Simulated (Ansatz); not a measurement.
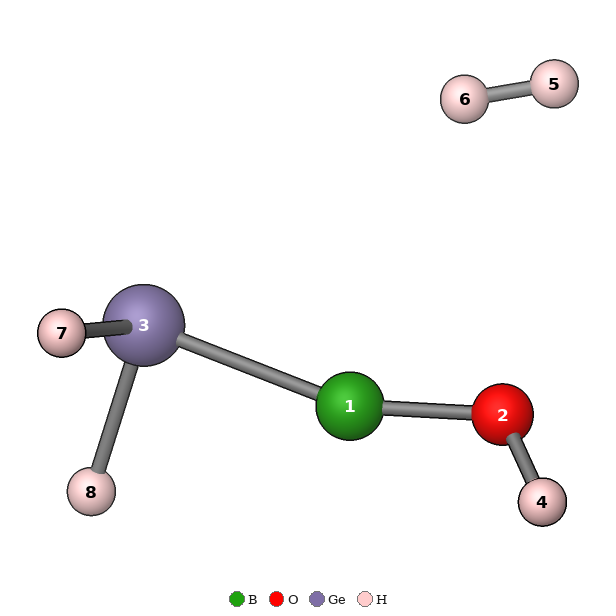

Numbered structure. The geometry was computed by an optimisation with PBE-D4/def2-SVP. No frequency run is at hand to confirm it as a minimum.

Give the bond lengths.

```tsv
bond	length (Å)
B1–O2	1.310
B1–Ge3	1.994
O2–H4	0.977
Ge3–H7	1.586
Ge3–H8	1.586
H5–H6	0.770
```
